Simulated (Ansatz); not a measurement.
**What BaPbS3 (model cell, started as cubic perovskite with Pb in the octahedra) distorts into**

Aim: this structure of BaPbS3 (model cell, started as cubic perovskite with Pb in the octahedra) is to be tested for unstable modes, and one is followed downhill.

Calculated with Ansatz 0.2.0; DFT PBEsol, scalar-relativistic, plane waves, PAW; PAW set soft_1.

The structure was built from a prototype and need not be the compound's stable phase.

## 1. The starting structure

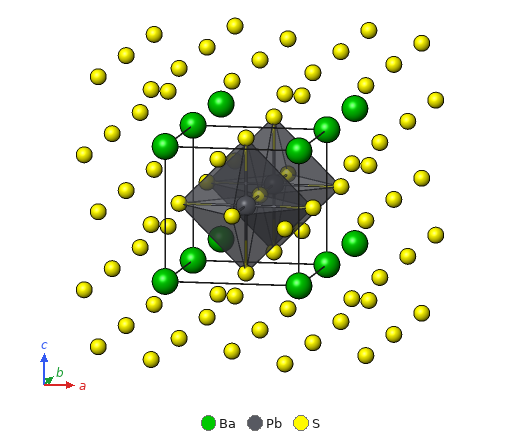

The cell as given, slightly off an axis (barium green, lead dark grey, sulfur yellow). 1×2×1 cells are drawn. Some periodic images of atoms are drawn too.

## 2. Response at finite wavevector

The cell comes from relaxations at this level that are not shown. Stability and thermal properties need the whole zone. Linear response on a 2×2×2 q mesh gives force constants as far as a supercell of that size would.

Contents of input.yaml:

```yaml
crystal:
  lattice:
    - [5.1559839981, 0.0, 0.0]
    - [0.0, 5.1559839981, 0.0]
    - [0.0, 0.0, 5.1559839981]
  atoms:
    - { symbol: Ba, position: [0.0, 0.0, 0.0] }
    - { symbol: Pb, position: [0.5, 0.5, 0.5] }
    - { symbol: S, position: [0.5, 0.5, 0.0] }
    - { symbol: S, position: [0.5, 0.0, 0.5] }
    - { symbol: S, position: [0.0, 0.5, 0.5] }
kpoints:
  mp_grid: { grid: [8, 8, 8] }
hamiltonian:
  xc: pbesol
  pseudopotentials: { kind: paw, azcp: { folder: soft_1 }, xc_functional: pbe }
scf:
  occupations: { method: methfessel_paxton, width: 0.2 }
output:
  eigenvalues: true
phonons:
  method: dfpt
  qmesh: [2, 2, 2]
  temperatures: { t_max: 1000, t_step: 50 }
  qpath:
    path:
      - [[0.0, 0.0, 0.0], [0.0, 0.5, 0.0], [0.5, 0.5, 0.0], [0.0, 0.0, 0.0], [0.5, 0.5, 0.5], [0.0, 0.5, 0.0]]
      - [[0.5, 0.5, 0.5], [0.5, 0.5, 0.0]]
    npoints: 10
```

Run with:

```
$ ansatz run input.yaml --threads 4 --pin off --max-ram 16384MiB --backend cpu --events-out ev --progress --plain --runs-dir out
```

Numbers of over 12 decimals in the logs are rounded to 6 here.

Log:

```text
Engine: ansatz 0.2.0, aarch64-unknown-linux-gnu
Pseudopotentials: kind: paw
Pseudopotential: Ba, paw, valence charge 10, recommended cutoff 420 eV (normal), soft_1/Ba.paw.azcp
Pseudopotential: Pb, paw, valence charge 14, recommended cutoff 420 eV (normal), soft_1/Pb.paw.azcp
Pseudopotential: S, paw, valence charge 6, recommended cutoff 420 eV (normal), soft_1/S.paw.azcp
Functional definition: PBEsol
  exchange = pbesol_x
  correlation = pbesol_c
Crystal: 5 atoms, lattice volume = 137.068 Å³
Basis set: ecut = 420 eV, 2721 PW (Γ), exchange–correlation on 72×72×72 points (8 copies of the dense FFT grid, shifted against one another)
Bands: 26, of which v1, the nominal top of the filled ones, is band 21 counted from 1 (20 counted from 0)
Symmetry: 48 space group operations
k-points: 35 of 512
Non-local potential: Ba, projectors of the file, l = 0: 3, l = 1: 2, l = 2: 2, l = 3: 2
Non-local potential: Pb, projectors of the file, l = 0: 2, l = 1: 2, l = 2: 2, l = 3: 1
Non-local potential: S, projectors of the file, l = 0: 2, l = 1: 2, l = 2: 1
PAW form: soft (Blöchl's): semilocal exchange-correlation on the pseudo side does not see the compensation charge
PAW frozen core: Ba, regenerated for the run's functional, and the local potential with it (the file was generated under x = pbe(κ = 0.804, μ = 0.219515), c = pbe(β = 0.066725))
PAW frozen core: Pb, regenerated for the run's functional, and the local potential with it (the file was generated under x = pbe(κ = 0.804, μ = 0.219515), c = pbe(β = 0.066725))
PAW frozen core: S, regenerated for the run's functional, and the local potential with it (the file was generated under x = pbe(κ = 0.804, μ = 0.219515), c = pbe(β = 0.066725))
PAW one-centre angular grid: Ba, 194 points (default); XC on 64 Gauss nodes
PAW one-centre angular grid: Pb, 590 points (default); XC on 64 Gauss nodes
PAW one-centre angular grid: S, 110 points (default); XC on 64 Gauss nodes
Initial density: superposition of atomic densities (chi_scale 0.1, normalization cell, long waves kept (reshape's long-wave potential 0.00 eV rms))
Initial wavefunctions: pseudopotential atomic-orbital guess
Functional: x = pbesol(κ = 0.804, μ = 0.123457), c = pbesol(β = 0.046)
SCF iter   1: F=—  HF=-20280.338826 eV  |F-HF|=—  |Δ(HF+E_count)|=         —  Δρ=3.34e-2  dr2=4.99e0  ethr=3.10e-3  ⟨swp⟩=11.6  Hψ=5984  notcnv=0
preconditioner: auto → Kerker (q_TF=auto, 2.240 Å⁻¹)  [metal: Δε(μ)=0.065 eV  Ē_g=11.184 eV  σ=0.200 eV  W_gap=0.27  n_scr=26 (ndim 8)  ℏωp=20.1 eV  f_vac=0.000  D(μ)=2.60/eV (n_scr^D=18)]
SCF iter   2: F=—  HF=-20279.256190 eV  |F-HF|=—  |Δ(HF+E_count)|=    1.08e0  S|Δr|=    0.00e0  Δρ=2.07e-2  dr2=2.21e0  ethr=3.10e-3  ⟨swp⟩=3.2  Hψ=2069  notcnv=0  defer=25
SCF iter   3: F=—  HF=-20278.463585 eV  |F-HF|=—  |Δ(HF+E_count)|=   7.93e-1  S|Δr|=    0.00e0  Δρ=5.75e-3  dr2=2.03e-1  ethr=3.10e-3  ⟨swp⟩=4.7  Hψ=2154  notcnv=0  defer=26
SCF iter   4: F=—  HF=-20278.391930 eV  |F-HF|=—  |Δ(HF+E_count)|=   7.17e-2  S|Δr|=    0.00e0  Δρ=2.57e-3  dr2=1.84e-2  ethr=4.84e-4  ⟨swp⟩=5.0  Hψ=2135  notcnv=0  defer=20
SCF iter   5: F=—  HF=-20278.388320 eV  |F-HF|=—  |Δ(HF+E_count)|=   3.61e-3  S|Δr|=    0.00e0  Δρ=6.80e-4  dr2=1.13e-3  ethr=4.38e-5  ⟨swp⟩=2.4  Hψ=1436  notcnv=0  defer=17
SCF iter   6: F=—  HF=-20278.388389 eV  |F-HF|=—  |Δ(HF+E_count)|=   6.88e-5  S|Δr|=    0.00e0  Δρ=1.49e-4  dr2=4.60e-5  ethr=2.69e-6  ⟨swp⟩=2.2  Hψ=1421  notcnv=0  defer=17
SCF iter   7: F=—  HF=-20278.388422 eV  |F-HF|=—  |Δ(HF+E_count)|=   3.34e-5  S|Δr|=    0.00e0  Δρ=3.26e-5  dr2=1.43e-6  ethr=1.09e-7  ⟨swp⟩=2.1  Hψ=1476  notcnv=0  defer=17
SCF iter   8: F=—  HF=-20278.388425 eV  |F-HF|=—  |Δ(HF+E_count)|=   3.03e-6  S|Δr|=    0.00e0  Δρ=8.70e-6  dr2=1.58e-7  ethr=3.41e-9  ⟨swp⟩=2.2  Hψ=1578  notcnv=0  defer=18
SCF iter   9: F=—  HF=-20278.388425 eV  |F-HF|=—  |Δ(HF+E_count)|=   1.93e-7  S|Δr|=    0.00e0  Δρ=3.18e-6  dr2=1.86e-8  ethr=3.77e-10  ⟨swp⟩=2.0  Hψ=1543  notcnv=0  defer=18
SCF iter  10: F=—  HF=-20278.388425 eV  |F-HF|=—  |Δ(HF+E_count)|=   8.28e-9  S|Δr|=    0.00e0  Δρ=1.46e-6  dr2=2.71e-9  ethr=4.43e-11  ⟨swp⟩=2.1  Hψ=1523  notcnv=0  defer=18
SCF iter  11: F=—  HF=-20278.388425 eV  |F-HF|=—  |Δ(HF+E_count)|=  2.98e-10  S|Δr|=    0.00e0  Δρ=3.18e-7  dr2=1.57e-10  ethr=6.45e-12  ⟨swp⟩=2.0  Hψ=1552  notcnv=0  defer=18
SCF iter  12: F=-20278.388425 eV  HF=-20278.388425 eV  |F-HF|=1.09e-11  |Δ(HF+E_count)|=  5.09e-11  S|Δr|=    0.00e0  Δρ=4.40e-8  dr2=2.64e-12  ethr=1.00e-12  ⟨swp⟩=14.3  Hψ=7795  notcnv=0
the search or the solves at the SCF's close seem to have found levels that the self-consistency loop had missed (the run counts 1). By its estimate they hold under 1e-12 electrons; where the run keeps them, the occupations were computed again with them
SCF 1 converged in 12 iterations: F = -20278.388425 eV  dr2 = 2.64e-12
  greatest PAW one-centre occupation: 0.980 electrons in one spin orbital (limit 2), on the Pb atom at site 1 (counted from 0), in its partial waves of l = 2
Initial density: read from a saved state, or passed on in memory by an earlier SCF of this step, an earlier step, the calling program or the single point that the run made first
iter 1 solved again at ethr=3.14e-7 eV; its pass at ethr=3.10e-3 eV (dr2=1.32e-4 eV) is discarded
SCF iter   1: F=—  HF=-20278.388427 eV  |F-HF|=—  |Δ(HF+E_count)|=         —  Δρ=1.42e-6  dr2=2.10e-9  ethr=3.14e-7  ⟨swp⟩=4.2  Hψ=8127  notcnv=0
eigensolver tolerance schedule: the retry pair's looser diagonalisation over-reported the residual by 62671.20 of it (diagonalisation noise at an unbounded share of the residual, at the tolerance the schedule requests for it); recorded, not acted on — ethr = c·dr2/N_el stays at c = 1.0e-1
preconditioner: auto → Kerker (q_TF=auto, 2.240 Å⁻¹)  [metal: Δε(μ)=0.021 eV  Ē_g=12.503 eV  σ=0.200 eV  W_gap=0.09  n_scr=26 (ndim 8)  ℏωp=20.1 eV  f_vac=0.000  D(μ)=3.11/eV (n_scr^D=18)]
SCF iter   2: F=—  HF=-20278.388425 eV  |F-HF|=—  |Δ(HF+E_count)|=   1.83e-6  S|Δr|=    0.00e0  Δρ=6.87e-7  dr2=4.54e-10  ethr=5.01e-12  ⟨swp⟩=4.7  Hψ=2817  notcnv=0
SCF iter   3: F=—  HF=-20278.388425 eV  |F-HF|=—  |Δ(HF+E_count)|=  1.13e-10  S|Δr|=    0.00e0  Δρ=4.66e-7  dr2=2.07e-10  ethr=1.08e-12  ⟨swp⟩=1.2  Hψ=917  notcnv=0
SCF iter   4: F=—  HF=-20278.388425 eV  |F-HF|=—  |Δ(HF+E_count)|=  6.18e-11  S|Δr|=    0.00e0  Δρ=2.27e-7  dr2=5.03e-11  ethr=1.00e-12  ⟨swp⟩=1.0  Hψ=910  notcnv=0
SCF iter   5: F=—  HF=-20278.388425 eV  |F-HF|=—  |Δ(HF+E_count)|=  1.46e-11  S|Δr|=    0.00e0  Δρ=1.08e-7  dr2=1.18e-11  ethr=1.00e-12  ⟨swp⟩=1.0  Hψ=910  notcnv=0
SCF iter   6: F=-20278.388425 eV  HF=-20278.388425 eV  |F-HF|=0.00e0  |Δ(HF+E_count)|=    0.00e0  S|Δr|=    0.00e0  Δρ=7.15e-8  dr2=5.22e-12  ethr=1.00e-12  ⟨swp⟩=4.7  Hψ=2752  notcnv=0
SCF 2 converged in 6 iterations: F = -20278.388425 eV  dr2 = 5.22e-12
phonons: the bands overlap, so this run is a metal and interpolates without the dipole-dipole term. If the crystal is really an insulator or semiconductor, its LO-TO splitting is missing
NSCF: frozen V_eff on 35 k-points
WARN: eigensolver did not converge in 2 slots of this pass, the one above among them; of largest residual over every band (k=12): 1 band(s) unlocked (lowest unlocked band 25, counted from 0; max residual 7.46e-3 eV among the unlocked bands, 7.46e-3 eV over every band); of lowest unlocked band (k=12): band 25
NSCF: frozen V_eff on 125 k-points
DFPT response loops at q = (0, 0, 0) (fractional): preconditioner auto → Kerker (q_TF=auto, 2.240 Å⁻¹) (partly filled bands, converged f_vac=0.000); β = 1.00, the filter's whole step (`scf.mixing.beta` (0.50) is not read by the response loops under this deck's `scf.mixing.preconditioner`; to damp them name `kerker` or `kerker_dos`, under which they read `scf.mixing.beta`, and type it under 1.00, their step now; both keys bind the ground state too); Broyden in place of MSR1
NSCF: frozen V_eff on 250 k-points
DFPT response loops at q = (0, 0, -0.5) (fractional): mixed as the last ones told, above
NSCF: frozen V_eff on 250 k-points
DFPT response loops at q = (0, -0.5, -0.5) (fractional): mixed as the last ones told, above
NSCF: frozen V_eff on 250 k-points
DFPT response loops at q = (-0.5, -0.5, -0.5) (fractional): mixed as the last ones told, above
SCF converged after 12 iterations
Stability not checked: this state was not tested for a lower state beside it, because cold or Methfessel-Paxton smearing, or corrected tetrahedra, fill the levels in a way that the test cannot read (fill_not_monotonic; see scf.lower_state_search)
Free energy (F): -20278.388425 eV
Harris-Foulkes:  -20278.388425 eV  (|F-HF|=1.09e-11)
Internal energy: -20278.384702 eV  (E = F + TS)
E sigma→0 (E₀):  -20278.387495 eV
Entropy (-TS):   -0.003723 eV (-0.745 meV/atom)
Fermi energy:    6.564651 eV
--- Per-component energies (eV) ---
  E_band       = -126.272682
  E_kinetic    = 768.260257
  E_local      = -2074.851323  (includes V_loc(G=0)·N_el)
  E_nonlocal   = 508.979245
  E_hartree    = 766.807276
  E_xc         = -661.662916
  E_vxc        = -510.376702  (∫ρ·V_xc dr)
  E_paw        = -17136.061752  (= ΣΔE_a)
  E_vpaw       = -351.898741  (= ΣTr[D̂ρ^β])
  E_aug_tail   = -0.000010  (compensation charges beyond the density's cutoff)
  E_ewald      = -2450.254934
  E_core_change = 0.399456  (= ΣΔE_core)
  E_smearing   = -0.003723  (= −TS)
  E_closure    = -0.000000  (closes the sum)
  Σ components = -20278.388425   (vs F -20278.388425, Δ=0.00e0)
--- Band table (eV; the first three rows and the last of 35) ---
  k-point 0: bands = [... 17 lower, 5.7340, 5.7340, 6.0499, 6.0499, 6.0499, 9.6765, 9.6765, 10.0654, ... 1 higher]
  k-point 1: bands = [... 17 lower, 5.6768, 5.6768, 5.9938, 6.0001, 6.0001, 9.8203, 9.9108, 10.3507, ... 1 higher]
  k-point 2: bands = [... 17 lower, 5.5523, 5.5523, 5.8787, 5.8787, 6.1658, 10.2201, 10.4869, 10.6330, ... 1 higher]
  k-point 34: bands = [... 17 lower, 6.2989, 6.8070, 6.8070, 6.8070, 9.5695, 9.5695, 9.5695, 10.7287, ... 1 higher]
--- Phonons (Γ-DFPT): 4 representative perturbations + reference (Σ response iterations 12) ---
  ASR residual: 4.610e-5 → 0.000e0 eV/Å²; symmetrization residual: 1.196e-5 eV/Å²
  ASR residual per site (eV/Å²): 4.61e-5 2.66e-5 5.21e-6 5.21e-6 5.21e-6
  Γ frequencies (cm⁻¹): -69.29 -69.29 -69.29 -54.14 -54.14 -54.14 0.00 0.00 0.00 34.81 34.81 34.81 317.12 317.12 317.12
--- Phonons (arbitrary-q DFPT): 4 irreducible q on the 2×2×2 mesh ---
  q = [0.0000, 0.0000, 0.0000] (star 1, of the zone-centre solve; hermiticity 2.25e-6, symmetrization 1.08e-12): -69.29 -69.29 -69.29 -54.14 -54.14 -54.14 -0.00 -0.00 0.00 34.81 34.81 34.81 317.12 317.12 317.12
  q = [0.0000, 0.0000, -0.5000] (star 3, 9 solved perturbations in 975 linear systems a pass and spin channel, the states on 125 of 512 k-point pairs; hermiticity 2.41e-6, symmetrization 3.68e-8): -52.10 -52.10 -43.26 -42.23 -42.23 25.22 25.22 30.19 35.80 35.80 52.73 125.68 273.49 321.03 321.03
  q = [0.0000, -0.5000, -0.5000] (star 3, 9 solved perturbations in 975 linear systems a pass and spin channel, the states on 125 of 512 k-point pairs; hermiticity 1.14e-6, symmetrization 8.68e-9): -94.59 -69.71 -69.71 -16.40 -16.40 -5.82 45.46 54.38 54.38 82.28 126.76 126.76 274.43 291.20 324.86
  q = [-0.5000, -0.5000, -0.5000] (star 1, 4 solved perturbations in 350 linear systems a pass and spin channel, the states on 125 of 512 k-point pairs; hermiticity 7.95e-8, symmetrization 5.65e-9): -103.44 -103.44 -103.44 -54.98 -54.98 -54.98 77.35 77.35 77.35 126.80 126.80 126.80 273.68 273.68 323.41
  sum rule: each row above includes the acoustic sum rule's correction from the zone centre's row sums; it moved no ω² by more than (0.30 cm⁻¹)²
  mesh force constants: q→R imaginary residual 3.76e-18; ASR residual 4.610e-5 → 0.000e0 eV/Å²; symmetrization residual 1.243e-14 eV/Å²
  interpolated dispersion: 62 rows × 15 modes
  density of states and harmonic sums: on the 12×12×12 q-mesh, interpolated from the force constants of a 2×2×2 supercell (no non-analytic term)
  largest difference from the sums on the solved wave vectors: F 9.38e-2 eV, S 1.35e-4 and C_V 4.10e-5 eV/K
  zero-point energy: 0.082832 eV/cell   skipped modes (ω ≤ 0): 472, of them read as no rigid motion or as one in doubt: 469 (5.523e0 modes/cell left out, lowest -103.44 cm⁻¹)   left out of the sums: 3.68e-1 of the cell's modes: C_V's classical limit lies that fraction below 3 k_B per atom; for a crystal, a wire or a layer, F and S can be off by more, and a phonons.interpolated_qmesh denser along its periods is the remedy for the sampling
```

Elapsed: 3.7 min, on 4 threads of Arm Neoverse V2, shared host; peak memory 1.4 GiB; 14 min of CPU time.

In the SCF lines HF is the Harris–Foulkes energy and dr2 the Hartree energy of the density residual, in eV; the loop may stop once dr2 is under the threshold and the program's other checks hold. Hψ counts applications of the Hamiltonian.

This step gave:

| Item | Value |
| --- | --- |
| volume per atom | 27.41 Å³ |
| gap on the k-mesh | 0 eV |
| sum-rule residual before enforcement | 4.61e-5 eV/Å² |
| lowest frequency on the path | -103.4 cm⁻¹ |
| point group | m-3m |
| highest frequency on the path or at a solved wavevector | 324.9 cm⁻¹ |
| highest optical mode at the zone centre (no LO-TO term) | 317.1 cm⁻¹ |
| lowest optical zone-centre mode | -69.29 cm⁻¹ |
| lowest mode on the q mesh (acoustic modes at Γ apart) | -103.4 cm⁻¹ |

Frequencies (cm⁻¹) solved at each irreducible wavevector; negative means imaginary. Frequencies by wavevector, by row:

```
q in reciprocal lattice units  star  mode 1  mode 2  mode 3  mode 4  mode 13  mode 14  mode 15
                        0 0 0     1   -69.3   -69.3   -69.3   -54.1    317.1    317.1    317.1
                     0 0 -0.5     3   -52.1   -52.1   -43.3   -42.2    273.5      321      321
                  0 -0.5 -0.5     3   -94.6   -69.7   -69.7   -16.4    274.4    291.2    324.9
               -0.5 -0.5 -0.5     1  -103.4  -103.4  -103.4     -55    273.7    273.7    323.4
```

Interpolated from a 2×2×2 q mesh. The phonon branches at the labelled points (cm⁻¹):

```
    point  branch 1  branch 2  branch 3  branch 4  branch 12  branch 13  branch 14  branch 15
        Γ       -69       -69       -69       -54         35        317        317        317
        X       -52       -52       -43       -42        126        274        321        321
        M       -95       -70       -70       -16        127        274        291        325
        Γ       -69       -69       -69       -54         35        317        317        317
        R      -103      -103      -103       -55        127        274        274        323
        X       -52       -52       -43       -42        126        274        321        321
jump to R      -103      -103      -103       -55        127        274        274        323
        M       -95       -70       -70       -16        127        274        291        325
```

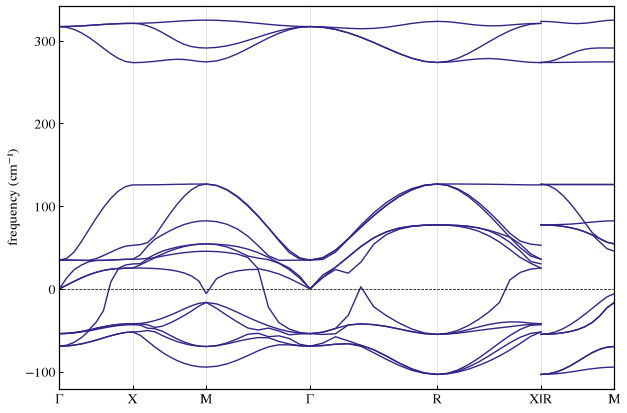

Phonon branches along the path.

Symmetry leaves 4 wavevectors to solve. The lowest mode among them, the acoustic zeros apart, lies at q = (-0.5, -0.5, -0.5) and is imaginary, 103.4i cm⁻¹, so the energy falls along it.

## 3. The mode frozen in, largest atomic shift 0 Å

The mode followed lies at q = (-0.5, -0.5, -0.5) with frequency 103.4i cm⁻¹ and is 3-fold degenerate, the softest among the wavevectors solved. At small amplitude the distorted cell has space group no. 167 by a symmetry search on the positions. The undistorted cell that holds it gives the zero of energy on the same k mesh.

System of this step: BaPbS3 (model cell, started as cubic perovskite with Pb in the octahedra). It takes space group Pm-3m (No. 221, cubic). Conventional cell: a = 5.156 Å, b = 5.156 Å, c = 5.156 Å, α = 90.00°, β = 90.00°, γ = 90.00°. Nearest to Ba lie 12 S at 3.65 Å. Pb has 6 S at 2.58 Å nearest. S has 2 Pb at 2.58 Å and 4 Ba at 3.65 Å nearest. Farther neighbours and most contacts between anions are not listed.

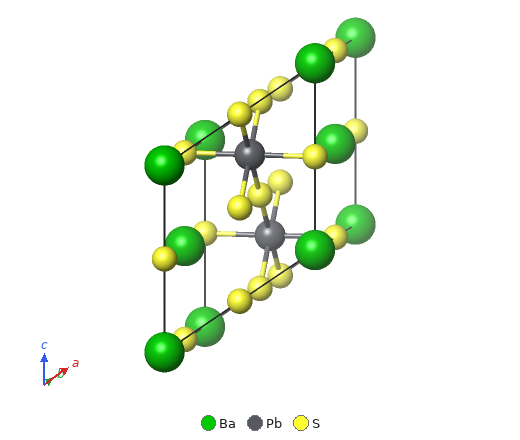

The cell of this step (barium green, lead dark grey, sulfur yellow). Some periodic images of atoms are drawn too.

input.yaml, the sections that differ from step 2:

```yaml
crystal:
  lattice:
    - [5.1559839981, 5.1559839981, 0.0]
    - [5.1559839981, 0.0, 5.1559839981]
    - [5.1559839981, 0.0, -5.1559839981]
  atoms:
    - { symbol: Ba, position: [0.0, 0.5, 0.5] }
    - { symbol: Ba, position: [0.0, 0.0, 0.0] }
    - { symbol: Pb, position: [0.5, 0.25, 0.75] }
    - { symbol: Pb, position: [0.5, 0.75, 0.25] }
    - { symbol: S, position: [0.5, 0.5, 0.5] }
    - { symbol: S, position: [0.5, 0.0, 0.0] }
    - { symbol: S, position: [0.0, 0.0, 0.5] }
    - { symbol: S, position: [0.0, 0.5, 0.0] }
    - { symbol: S, position: [0.5, 0.5, 0.0] }
    - { symbol: S, position: [0.5, 0.0, 0.5] }
output:
  forces: true
  stress: true
  eigenvalues: true
# kpoints, hamiltonian, scf: as in step 2
# phonons: removed
```

Log:

```text
[...]
Crystal: 10 atoms, lattice volume = 274.135 Å³
Basis set: ecut = 420 eV, 5329 PW (Γ), exchange–correlation on 100×100×100 points (8 copies of the dense FFT grid, shifted against one another)
Bands: 52, of which v1, the nominal top of the filled ones, is band 42 counted from 1 (41 counted from 0)
Symmetry: 96 space group operations
[...]
k-points: 29 of 512
[...]
k-point 0: bands = [... 38 lower, 6.2886, 6.2886, 6.8163, 6.8163, 6.8163, 9.5557, 9.5557, 9.5557, ... 6 higher]
  k-point 1: bands = [... 38 lower, 6.0525, 6.0525, 6.7013, 6.7013, 6.7651, 9.1557, 9.8195, 9.8195, ... 6 higher]
  k-point 2: bands = [... 38 lower, 6.0713, 6.0713, 6.5257, 6.5257, 6.6254, 8.2927, 10.1070, 10.1070, ... 6 higher]
  k-point 28: bands = [... 38 lower, 5.8061, 5.8061, 6.2198, 6.2198, 8.1384, 8.1384, 10.7432, 10.7432, ... 6 higher]
[key lines of the parts left out:]
SCF converged after 9 iterations
Free energy (F): -40556.756788 eV
Fermi energy:    6.589332 eV
P = ⅓ Tr σ = -0.1135 GPa (-1.135 kbar)
```

Run time: 7.4 s. Hardware: 4 threads; peak memory 0.84 GiB.

This step gave:

- pressure: -0.1135 GPa
- energy from the undistorted cell: 0 meV/atom

The run ends at a pressure of -0.11 GPa.

[end of part 1 of 3]

[Logs are printed without paths, hosts, clocks, repeated set-up lines and the standing remarks that a program may print on its own settings, such as how far it seeks lower states.]

[Hosts, paths, dates, database ids (printed as entryN), source tags and the programs' standing remarks are cut or masked in the printed files.]
